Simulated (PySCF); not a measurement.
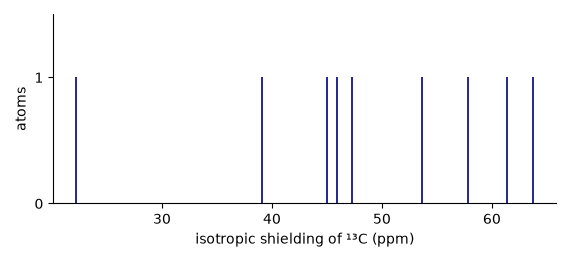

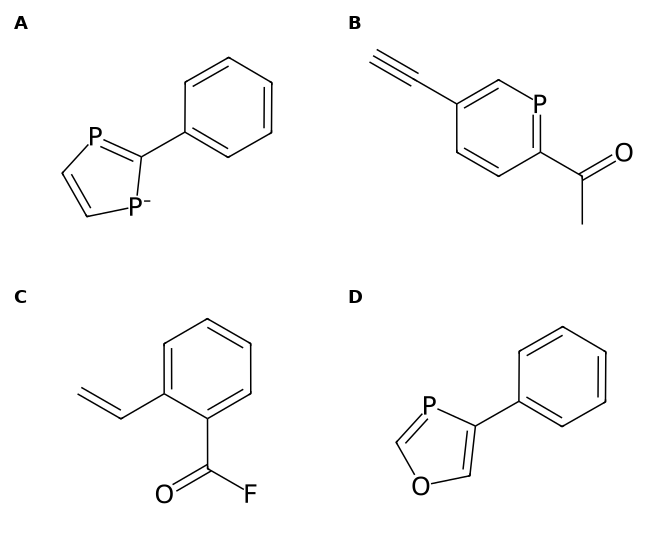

The sticks are computed shieldings of one of the molecules, for one fixed geometry (GFN2-xTB) without averaging over rotations. Low shielding means a high chemical shift. Method: GIAO PBE0/pcSseg-1 NMR shielding, non-relativistic, gas phase (PySCF 2.14.0).

**Match the spectrum to a structure.**

C, `C=Cc1ccccc1C(=O)F`. Its 9 C atoms give lines at 22.2, 39.1, 45.0, 45.9, 47.3, 53.7, 57.8, 61.3, 63.8 ppm.

The geometry is semi-empirical. Around P such bond lengths and angles can be off by a tenth of an ångström or more and by several degrees, and values that hang on the shape move with them.
